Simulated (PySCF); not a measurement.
C$_{3}$H$_{3}$NO, SMILES `c1cocn1`.

Computed with PySCF, CAM-B3LYP/6-311+G**, geometry: GFN2-xTB. No frequency check shows the geometry to be a minimum.

Geometry (Å), atoms numbered from 1:

```
C1       0.9410   -0.6638    0.0000
C2       0.8839    0.6940    0.0000
O3      -0.4169    1.0535    0.0000
C4      -1.0875   -0.1027    0.0000
N5      -0.3345   -1.1507    0.0000
H6       1.7880   -1.3169    0.0000
H7       1.6235    1.4670    0.0000
H8      -2.1586   -0.0882    0.0000
```

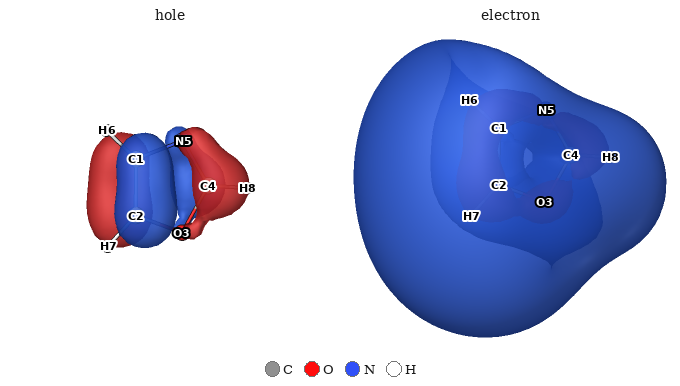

Leading natural transition orbital pair of S₃ (full linear response singlet states); the surfaces enclose about 70 % of each orbital's density.

### What kind of excitation is it, and where does it lie?

6.74 eV (184 nm), f = 0.013, π → diffuse (Rydberg-like) orbital; the leading pair carries 100 %; hole on C2 (34 %), C1 (25 %) and C4 (20 %), electron on C2 (26 %), H7 (19 %) and C1 (16 %) (atom shares of so diffuse an orbital are rough); their centroids lie 0.9 Å apart. In canonical orbitals it is mainly HOMO → LUMO+1 (95 %). The HOMO–LUMO gap is 9.44 eV.
